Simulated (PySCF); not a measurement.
# BBrCl$_{2}$: electronic structure

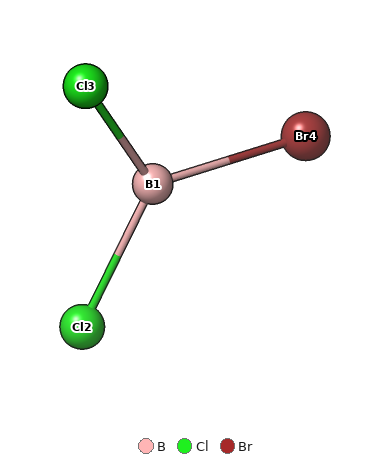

The molecule, with its atoms numbered as below. No frequency check shows the geometry to be a minimum.

Coordinates in Å:

```
B1      -0.4957   -0.0001   -0.0124
Cl2     -1.3593   -1.4906    0.0013
Cl3     -1.3484    1.4965    0.0013
Br4      1.3860   -0.0029    0.0006
```

## 1. Bonding charge

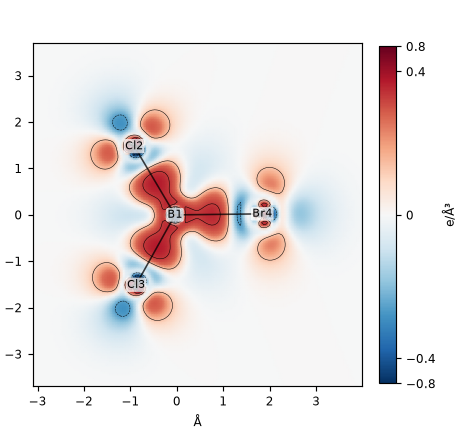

Deformation density (molecule less spherical, spin-averaged free atoms) in the molecular plane; colour scale in e/Å³, logarithmic beyond ±0.1; red: gain, blue: loss.

PySCF calculation, TPSS/cc-pVTZ, gas phase; geometry: GFN2-xTB.

**Describe the bonding that the map shows.**

B1–Cl3 and B1–Cl2: +0.24 e/Å³ at the bond critical point (bond length 1.72 Å, Mayer order 1.4). B1–Br4: +0.22 e/Å³ at the bond critical point (bond length 1.88 Å, Mayer order 1.3). In all, 0.7 electrons gather in the regions of gain relative to the promolecule.

**Where do the Hirshfeld charges lie?**

The highest Hirshfeld charge is on B1 (+0.12 e), the lowest on Cl2 and Cl3 (−0.04 e).

| atom | charge (e) |
| --- | --- |
| B1 | +0.12 |
| Cl2 | −0.04 |
| Cl3 | −0.04 |
| Br4 | −0.04 |

## 2. Bond critical points

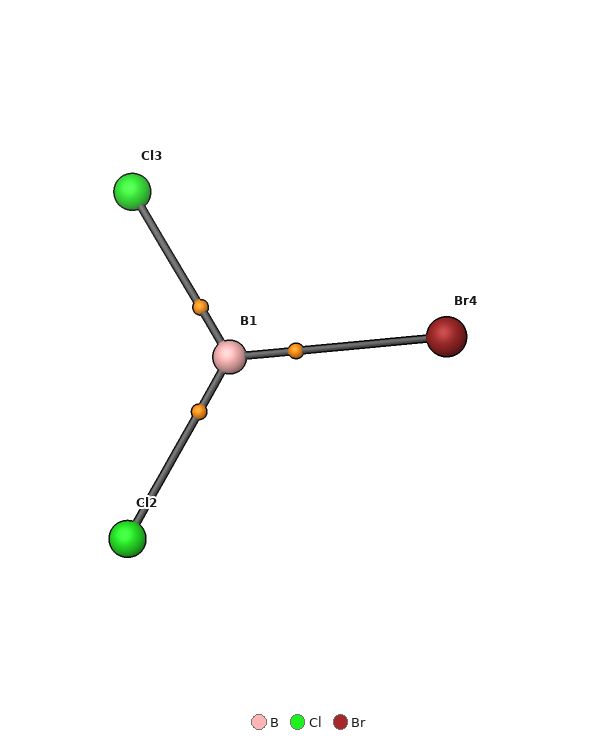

Molecular graph of the electron density (QTAIM): bond paths, bond critical points (orange), ring points (yellow, if any); weak paths are dashed.

**How many critical points of each kind are there, and does the count close?**

4 nuclei, 3 bond, 0 ring and 0 cage critical points: 4 − 3 + 0 − 0 = 1, as the Poincaré–Hopf relation requires.

**Give the properties at the bond critical points.**

```tsv
bond	length (Å)	ρ (a.u.)	∇²ρ (a.u.)	ε	H (a.u.)
B1–Cl3 (2 alike)	1.723	0.160	−0.01	0.04	−0.158
B1–Br4	1.882	0.145	−0.23	0.01	−0.139
```

**What kind of interaction is B1–Cl3?**

Shared-shell (covalent): ρ = 0.160, ∇²ρ = −0.01, H = −0.158 a.u.

## 3. Local ionisation energy

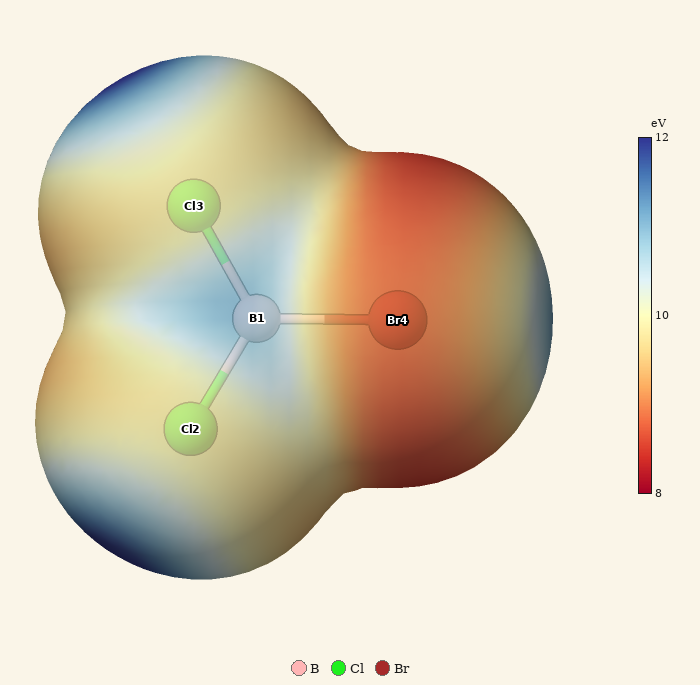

Average local ionisation energy on the surface of electron density 0.001 a.u.

**Locate the minima of the map.**

The lowest value is 8.5 eV, 2.2 Å from Br4, and at like points elsewhere. Further minima include 9.4 eV, 2.1 Å from Cl2, and at like points elsewhere. For comparison, the highest occupied orbital lies at −7.4 eV.

## 4. Removing or adding an electron

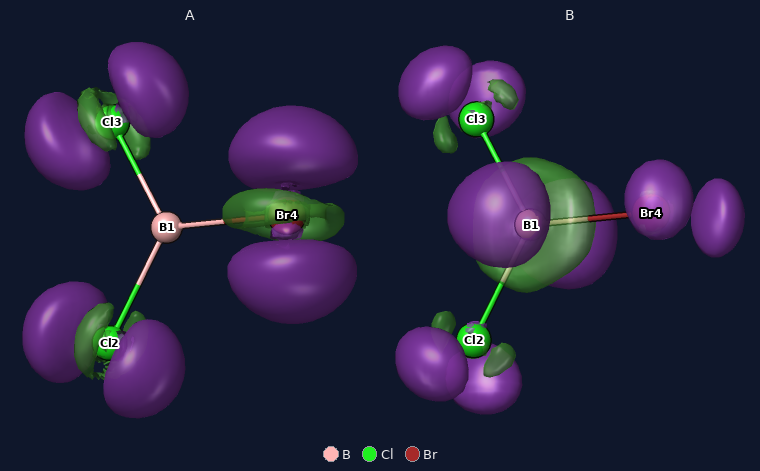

The two Fukui functions at ±0.03 e/Å³ (purple positive, green negative).

PySCF calculation, PBE/def2-SVPD, gas phase; geometry: GFN2-xTB.

**Which panel is f⁻ (electron removed) and which f⁺ (electron added)?**

A is f⁻, B is f⁺. f⁻ (Hirshfeld-condensed) is largest on Br4 (0.42) and Cl2 and Cl3 (0.26 each); the vertical ionisation energy is 10.44 eV. f⁺ (Hirshfeld-condensed) is largest on Br4 (0.29), Cl2 and Cl3 (0.24 each) and B1 (0.23); the vertical electron affinity is 0.04 eV (the stability of the anion's solution wasn't checked; the anion's highest orbital has positive energy, so this value and f⁺ depend on the basis).

**What chemical potential and hardness follow from the two energies?**

μ = −(I + A)/2 = −5.24 eV and η = I − A = 10.39 eV.
